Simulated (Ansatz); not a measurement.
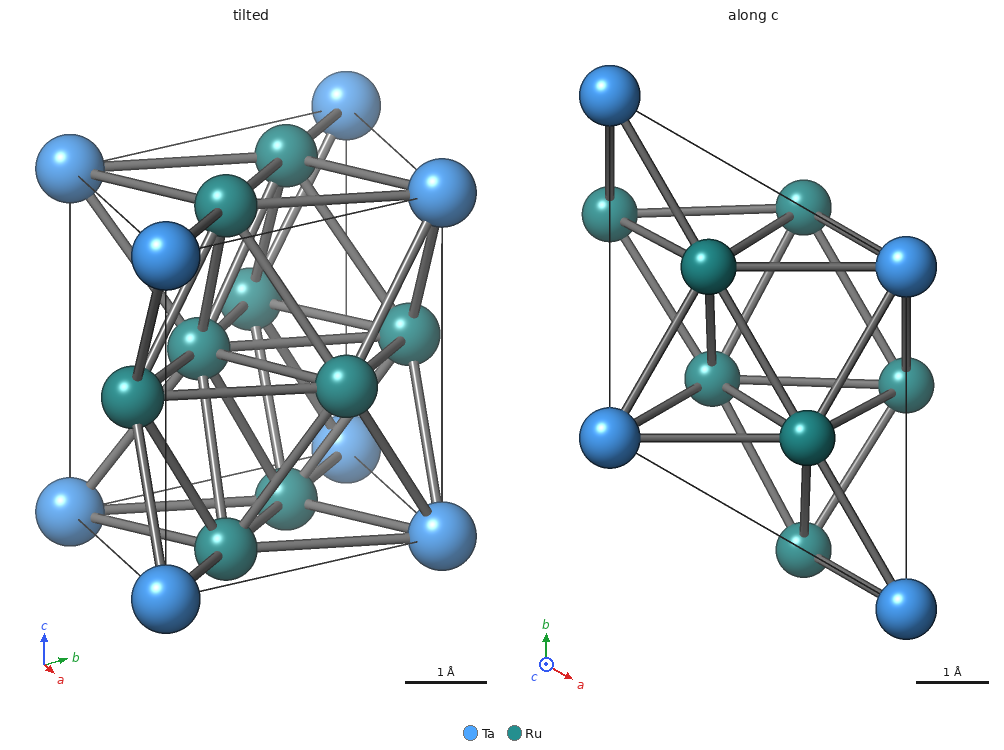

Crystal structure, ball-and-stick style, seen slightly off an axis and along the c axis. Lines trace the edges of the conventional unit cell.

TaRu$_{5}$, space group P-62m (No. 189), a = 4.788 Å, b = 4.788 Å, c = 4.375 Å, α = 90.00°, β = 90.00°, γ = 120.00°. The cell started as a structure type filled with these elements by a generator (whether the compound takes this form wasn't checked). Earlier steps of the study may have refined or changed the cell and positions. It was run through Ansatz as a DFT input.

This one geometry was computed with Ansatz (DFT, plane waves, PAW) at three levels of theory: PBEsol, PBE and r2SCAN.

### Which level gives the highest pressure at this volume, and what does that say about its equilibrium volume?

Highest: PBE (0.0 GPa), which points to the largest equilibrium volume. Lowest, with the smallest volume: PBEsol (-9.7 GPa). Levels within 0.5 GPa of each other can't be told apart.

### How does the band gap change with the level of theory?

All levels give a metal.

### Collect the results in a table.

| level | cutoff (eV) | k-mesh of the run's cell | gap (eV) | pressure (GPa) |
| --- | --- | --- | --- | --- |
| PBEsol | 420 | 12×12×8 | metal | -9.7 |
| PBE | 420 | 12×12×8 | metal | 0.0 |
| r2SCAN | 500 | 12×12×8 | metal | -5.8 |

Gaps are taken on the k-mesh or band path of each run.
